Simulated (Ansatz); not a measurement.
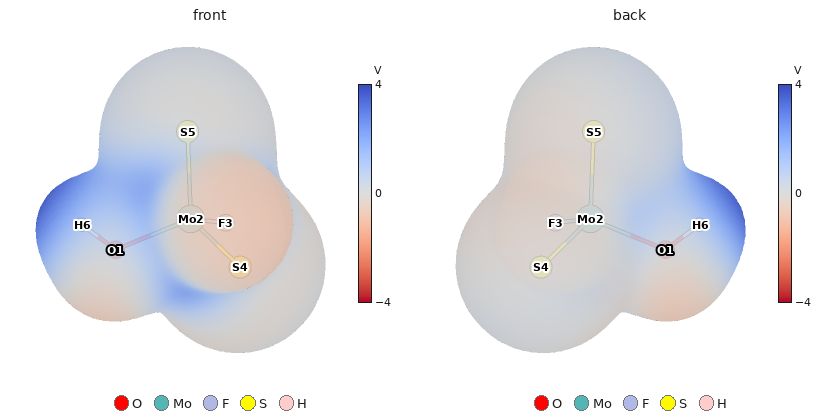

The picture shows: FHMoOS2 (SMILES [OH][Mo]([F])(=[S])=[S]). The molecular electrostatic potential painted on the density surface at 0.002 e/bohr³, seen from the front and from behind; the colour scale runs from red (negative) to blue (positive).

Geometry: PBE0-D4/def2-TZVP; core potentials replace the inner electrons of Mo.

Method: Ansatz 0.2.0, RKS PBE0-D4/def2-TZVPP.

Input file:

```
crystal:
  periodic: [false, false, false]
  atoms:
    - {symbol: O, position_ang: [-1.137107, 0.425121, 0.850714]}
    - {symbol: Mo, position_ang: [0.238899, -0.292582, -0.158486]}
    - {symbol: F, position_ang: [1.411277, -1.245480, 0.886533]}
    - {symbol: S, position_ang: [-0.600718, -1.551563, -1.604834]}
    - {symbol: S, position_ang: [1.268113, 1.248529, -1.131131]}
    - {symbol: H, position_ang: [-1.138365, 1.351976, 1.111003]}
basis:
  gaussian: {orbitals: def2-TZVPP}
hamiltonian: {xc: pbe0, dispersion: d4}
output: {orbitals: {seedname: orbitals}}
```

Run with:

```sh
ansatz run in.yaml --threads 4 --pin off --events-out ev --progress --plain --max-ram 10444MiB
```

Where is the surface potential most negative and most positive?

Answer. The most negative region (about −0.8 V) lies over F3, the most positive (about +3.4 V) over H6.
